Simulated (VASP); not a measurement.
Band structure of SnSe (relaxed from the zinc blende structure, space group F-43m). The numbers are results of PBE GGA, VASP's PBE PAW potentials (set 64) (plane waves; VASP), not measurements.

Unless said otherwise, spin-orbit coupling is left out, though it shifts the bands of the heavy elements here.

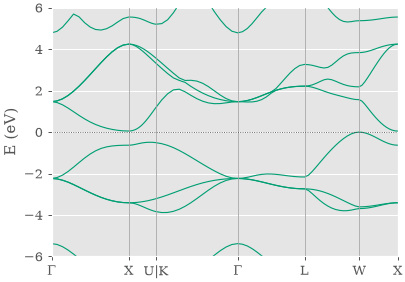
Figure: Bands along high-symmetry lines, zero at the valence-band maximum or, without a gap, the Fermi level

Read the plot: is there a gap, and where are the band edges?

The gap is indirect, 0.05 eV, from the valence maximum at W to the conduction minimum at X. (Edges off the drawn lines would not show.)

The structure was generated: SnSe was put into the zinc blende type (F-43m), which need not be its known phase. It was relaxed first, which changed the volume by +46 %.
